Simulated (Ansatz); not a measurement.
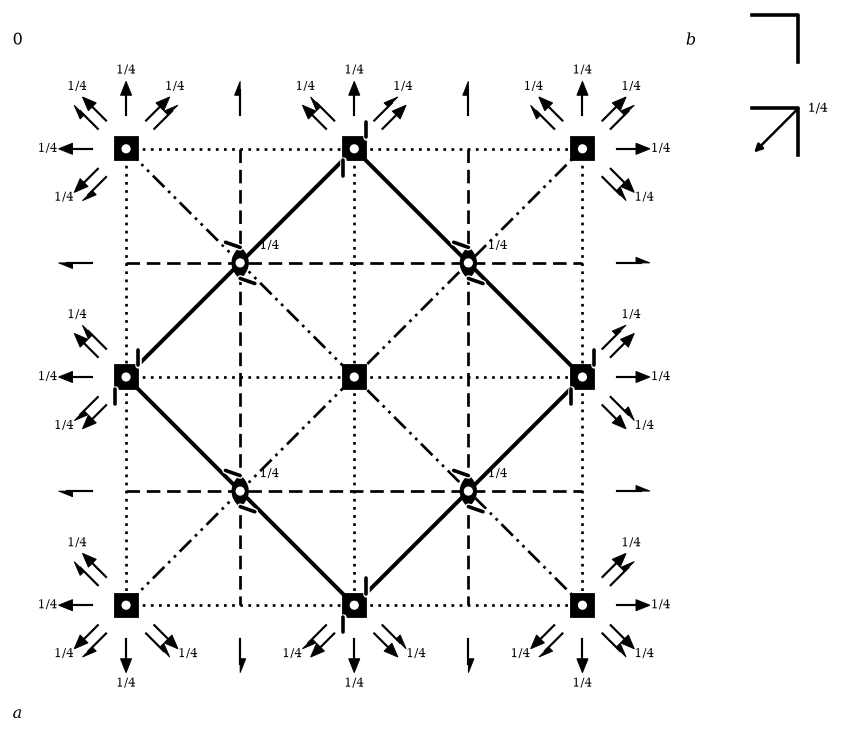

Symmetry elements of a space group, projected down c, computed from the operations of a computed or model structure of composition Al2Cu.

Graphical symbols as in the International Tables (origin upper left, heights as fractions; handed screw axes are marked by their printed symbols).

Question: Give the Hermann–Mauguin symbol and number.

Answer: No. 140, I4/mcm; body-centred tetragonal, point group 4/mmm, 32 general positions a cell.

Question: List the elements shown.

Answer: 4₂ axes along c at (0, 1/2), (1/2, 0); 4 axes along c at (0, 0), (1/2, 1/2); 2₁ axes along c at (1/4, 1/4), (1/4, 3/4), (3/4, 1/4), (3/4, 3/4); inversion centres at (0, 0), (0, 1/2), (1/4, 1/4; c height 1/4), (1/4, 3/4; c height 1/4), (1/2, 0), (1/2, 1/2), (3/4, 1/4; c height 1/4), (3/4, 3/4; c height 1/4); e glide planes holding c and [1 1 0] or [−1 1 0]; mirror planes holding c and [1 1 0] or [−1 1 0]; c glide planes normal to a, at x = 0, 1/2; b glide planes normal to a, at x = 1/4, 3/4; c glide planes normal to b, at y = 0, 1/2; a glide planes normal to b, at y = 1/4, 3/4; a mirror plane normal to c at height 0; an n glide plane normal to c at height 1/4; 2 axes along [1 1 0] at heights 0, 1/4; 2 axes along [−1 1 0] at heights 0, 1/4; 2 axes along a at height 1/4; 2 axes along b at height 1/4; 2₁ axes along [1 1 0] at heights 0, 1/4; 2₁ axes along [−1 1 0] at heights 0, 1/4; 2₁ axes along a at height 0; 2₁ axes along b at height 0. Heights repeat every half period; positions are (a, b) fractions, modulo 1.

Question: Write the general positions (in any order).

Answer: For each centring vector (0, 0, 0), (1/2, 1/2, 1/2):
x, y, z; −x, −y, −z; −y, x, z; y, −x, −z; −x, −y, z; x, y, −z; y, −x, z; −y, x, −z; x, −y, −z+1/2; −x, y, z+1/2; −y, −x, −z+1/2; y, x, z+1/2; −x, y, −z+1/2; x, −y, z+1/2; y, x, −z+1/2; −y, −x, z+1/2
